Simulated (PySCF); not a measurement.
**AsF3 (arsenic trifluoride) at 6 levels**

Aim: a comparison of 6 runs (MP2/STO-3G, MP2/3-21G, MP2/6-31G, MP2/6-31G*, MP2/6-31G**, MP2/6-311G**) of AsF3 (arsenic trifluoride). The job is set up through a Python script.

The results are computed with PySCF 2.14.0.

## 1. The structure to begin with

The species is AsF3 (4 atoms), meant as a singlet with charge 0. SMILES: `F[As](F)F`. Geometry: relaxed at PBE0-D4/def2-TZVP.

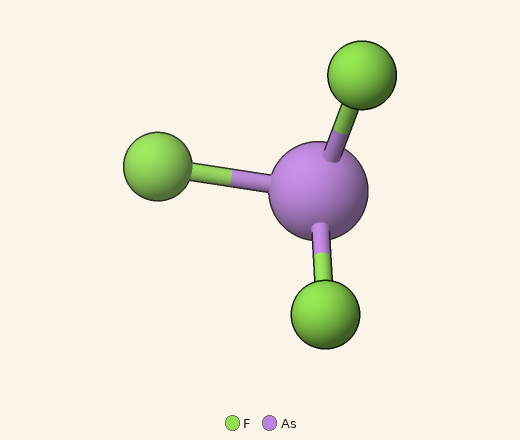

The structure, seen from a chosen angle (fluorine green, arsenic purple).

## 2. A single-point energy at MP2/STO-3G (run 1)

The input, run.py:

```python
# arsenic trifluoride
from pyscf import gto, mp

molecule = gto.M(
    atom='''
F       -0.445870       0.395590       1.362650
As      -0.461950      -0.457240      -0.125630
F        1.203970      -0.865930      -0.112740
F       -0.296160       0.927580      -1.124280
''',
    spin=0,
    basis='sto-3g',
    verbose=3,
    max_memory=1860,
    charge=0,
)

myscf = molecule.RHF()
myscf.conv_tol = 1e-10
myscf.kernel()
if not myscf.converged:
    myscf = myscf.newton().run(myscf.mo_coeff, myscf.mo_occ)

pt = mp.MP2(myscf, frozen=12).run()
e_tot = pt.e_tot
print(f'total energy: {e_tot:.8f} hartree')
```

The run is started by

```console
$ OMP_NUM_THREADS=1 python run.py
```

What it wrote:

```text
converged SCF energy = -2503.38869084535
E(RMP2) = -2503.46949875951  E_corr = -0.0808079141600735
E(SCS-RMP2) = -2503.4754496257  E_corr = -0.0867587803539077
total energy: -2503.46949876 hartree
```

Wall time 0.66 s (1 thread of Arm Neoverse V2, shared host); peak memory 0.12 GiB.

## 3. A single-point energy at MP2/3-21G (run 2)

The input, calc.py:

```python
from pyscf import gto, mp

mol = gto.Mole()
mol.atom = '''
F   -0.445870   0.395590   1.362650
As  -0.461950  -0.457240  -0.125630
F    1.203970  -0.865930  -0.112740
F   -0.296160   0.927580  -1.124280
'''
mol.verbose = 3
mol.charge = 0
mol.spin = 0
mol.max_memory = 1860
mol.basis = '3-21g'
mol.build()

myscf = mol.RHF()
myscf.conv_tol = 1e-10
myscf.kernel()
if not myscf.converged:
    myscf = myscf.newton().run(myscf.mo_coeff, myscf.mo_occ)

pt = mp.MP2(myscf, frozen=12).run()
etot = pt.e_tot
print('E = %.10f Eh' % etot)
```

The run is started by

```console
$ OMP_NUM_THREADS=1 python calc.py
```

What it wrote:

```text
converged SCF energy = -2520.22863435191
E(RMP2) = -2520.63948009265  E_corr = -0.410845740744001
E(SCS-RMP2) = -2520.62717224304  E_corr = -0.398537891134621
E = -2520.6394800926 Eh
```

Wall time 0.7 s (1 thread of Arm Neoverse V2, shared host); peak memory 0.12 GiB.

Runs 3 to 5 aren't shown in full; the table further down has their settings and results.

## 4. The energy at MP2/6-311G(d,p) (run 6)

The input, calc.py:

```python
from pyscf import gto, mp

system = gto.M(
    atom='''
F     -0.842572     0.747557     2.575035
As    -0.872959    -0.864058    -0.237406
F      2.275174    -1.636371    -0.213048
F     -0.559661     1.752872    -2.124581
''',
    spin=0,
    max_memory=1860,
    unit='bohr',
    basis='6-311g**',
    verbose=4,
)

mf = system.RHF()
mf.conv_tol = 1e-10
mf.kernel()
if not mf.converged:
    mf = mf.newton().run(mf.mo_coeff, mf.mo_occ)

pt = mp.MP2(mf, frozen=12).run()
e_tot = pt.e_tot
print('Final energy', e_tot)
```

The run is started by

```console
$ OMP_NUM_THREADS=1 python calc.py
```

What it wrote:

```text
PySCF version 2.14.0

[... 58 lines left out ...]
converged SCF energy = -2532.60479003414
[... 1 line left out ...]
******** <class 'pyscf.mp.mp2.RMP2'> ********
nocc = 18, nmo = 86
frozen orbitals 12
E(RMP2) = -2533.47239420716  E_corr = -0.867604173027587
E(SCS-RMP2) = -2533.42892032534  E_corr = -0.824130291203409
E_corr(same-spin) = -0.25037851895734
E_corr(oppo-spin) = -0.617225654070247
Final energy -2533.472394207164
```

It took 2.1 s on 1 thread of Arm Neoverse V2, shared host; peak memory 0.26 GiB.

## 5. The series

| run | level | energy (Eh) | dipole moment (D) of the reference | HOMO energy (eV) | LUMO energy (eV) | wall time |
| --- | --- | --- | --- | --- | --- | --- |
| 1 | MP2/STO-3G | -2503.469499 | 1.27 | -8.32 | 9.59 | 0.66 s |
| 2 | MP2/3-21G | -2520.639480 | 3.36 | -12.76 | 3.43 | 0.7 s |
| 3 | MP2/6-31G | -2532.727779 | 3.79 | -13.62 | 2.17 | 1.1 s |
| 4 | MP2/6-31G* (spherical functions) | -2533.053370 | 2.77 | -13.08 | 2.78 | 1.5 s |
| 5 | MP2/6-31G** (spherical functions) | -2533.053370 | 2.77 | -13.08 | 2.78 | 1.6 s |
| 6 | MP2/6-311G** | -2533.472394 | 3.10 | -13.33 | 2.42 | 2.1 s |

## 6. What came out

```
                                           quantity           value
                                run 6: total energy  -2533.47239 Eh
        run 6: dipole moment (Hartree–Fock density)          3.10 D
         run 6: HOMO energy (Hartree–Fock orbitals)       -13.33 eV
         run 6: LUMO energy (Hartree–Fock orbitals)         2.42 eV
       run 6: HOMO–LUMO gap (Hartree–Fock orbitals)        15.75 eV
run 6: correlation energy (12 core orbitals frozen)      -867.6 mEh
```

**Reading.** In run 1 the basis is minimal, so the values are rough. All runs together took 7.6 s, the longest 2.1 s.
